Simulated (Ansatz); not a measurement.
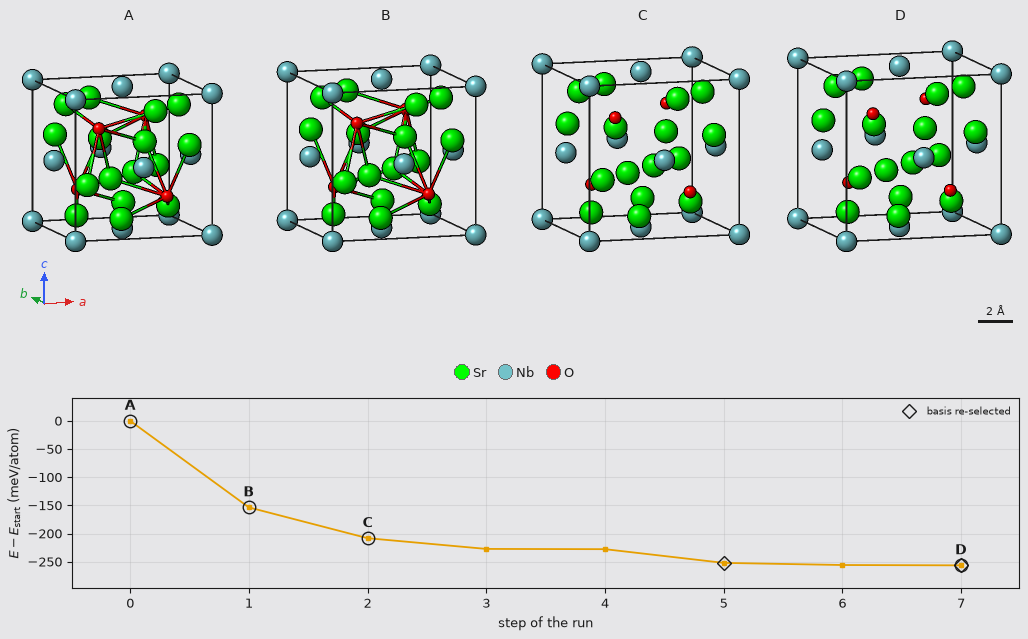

Frames of a relaxation of crystalline Sr₄NbO (a generated structure, set up in F-43m) (coarse preliminary run), marked on the history of the run. The picture is a ball-and-stick view of the conventional cell (4 times the calculation's cell), seen slightly off an axis. Lengths and directions refer to the drawn axes.

Method: DFT PBE, scalar-relativistic, plane waves, PAW (Ansatz 0.2.0). Set-up: plane-wave cutoff 420 eV; k-point mesh 4 × 4 × 4; occupations gaussian; smearing width 0.1 eV; collinear spin; cell and atoms relaxed; force threshold 0.04 eV/Å; at most 70 steps.

**What happens along the run?**

After 5 accepted moves (7 points after the start) the energy has fallen by 256 meV per atom. Largest force component: 0.084 eV/Å at the start, 0.0024 eV/Å at the end. Pressure: 8.54 GPa at the start and 0.22 GPa at the end. At 2 points the geometry stayed and the basis and grid were re-selected for the new cell (energy shift of 24.3 meV per atom at most each time). The largest moves relative to the cell, 0.007 Å, are those of Sr atoms. Nb and O stay in place. Cell: a = b = c 8.621 → 9.763 Å (+13.2 %). Volume +45.2 %. Some distances before and after: O–Sr 3.574 → 4.049 Å, Nb–Sr 3.574 → 4.046 Å, Sr–Sr 3.048 → 3.462 Å, Sr–Sr 3.048 → 3.441 Å. The space group stays F-43m (No. 216). From step 0 to 1: volume +15.4 %, energy −154 meV per atom. From step 1 to 2: Sr atoms move most (0.06 Å), volume +14.6 %, energy −54.6 meV per atom. From step 2 to 7: Sr atoms move most (0.05 Å), volume +9.9 %, energy −48.2 meV per atom.

```json
{"step": "0", "E − E(0), meV/atom": "0.00", "largest force component, eV/Å": "0.0842", "pressure, GPa": "8.54", "volume, Å³/atom": "26.693", "note": ""}
{"step": "1", "E − E(0), meV/atom": "-153.56", "largest force component, eV/Å": "0.1281", "pressure, GPa": "4.04", "volume, Å³/atom": "30.790", "note": ""}
{"step": "2", "E − E(0), meV/atom": "-208.20", "largest force component, eV/Å": "0.4916", "pressure, GPa": "1.17", "volume, Å³/atom": "35.287", "note": ""}
{"step": "3", "E − E(0), meV/atom": "-227.24", "largest force component, eV/Å": "0.0586", "pressure, GPa": "-0.16", "volume, Å³/atom": "37.564", "note": ""}
{"step": "4", "E − E(0), meV/atom": "-227.69", "largest force component, eV/Å": "0.0021", "pressure, GPa": "-0.01", "volume, Å³/atom": "37.278", "note": ""}
{"step": "5", "E − E(0), meV/atom": "-252.02", "largest force component, eV/Å": "0.0019", "pressure, GPa": "0.75", "volume, Å³/atom": "37.278", "note": "same geometry, new basis"}
{"step": "6", "E − E(0), meV/atom": "-255.81", "largest force component, eV/Å": "0.0024", "pressure, GPa": "0.21", "volume, Å³/atom": "38.770", "note": ""}
{"step": "7", "E − E(0), meV/atom": "-256.40", "largest force component, eV/Å": "0.0024", "pressure, GPa": "0.22", "volume, Å³/atom": "38.770", "note": "same geometry, new basis"}
```
